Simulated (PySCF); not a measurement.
C2H4ClF3Si, SMILES F[Si](F)(F)CCCl at its GFN2-xTB optimised geometry (Å):

```
11

F      0.2111    -2.1435    -1.2455
Si     0.6400    -1.2697     0.0061
F      2.2239    -1.3117     0.0132
F      0.1979    -2.1373     1.2575
C     -0.0826     0.4653     0.0000
C     -1.6061     0.4653     0.0000
Cl    -2.2239     2.1435     0.0000
H      0.2689     1.0207     0.8727
H      0.2693     1.0154    -0.8757
H     -2.0083    -0.0161     0.8904
H     -2.0074    -0.0156    -0.8909
```

Level of theory: PySCF with PBE/def2-TZVP. Cells within 0.4 Å of a nucleus heavier than hydrogen are left out (blank, or x).

Map of the electrostatic potential (hartree/e), clipped to [-0.08, 0.12] on the plane z = 0.0 Å:

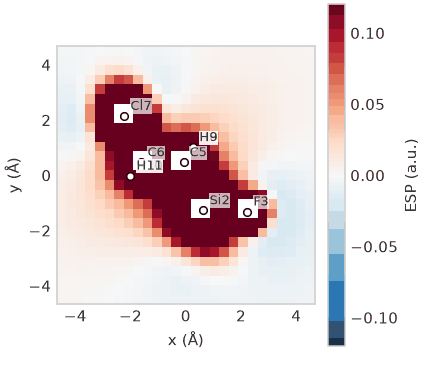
Figure: Electrostatic potential (hartree/e), clipped to [-0.08, 0.12] on the plane z = 0.0 Å.
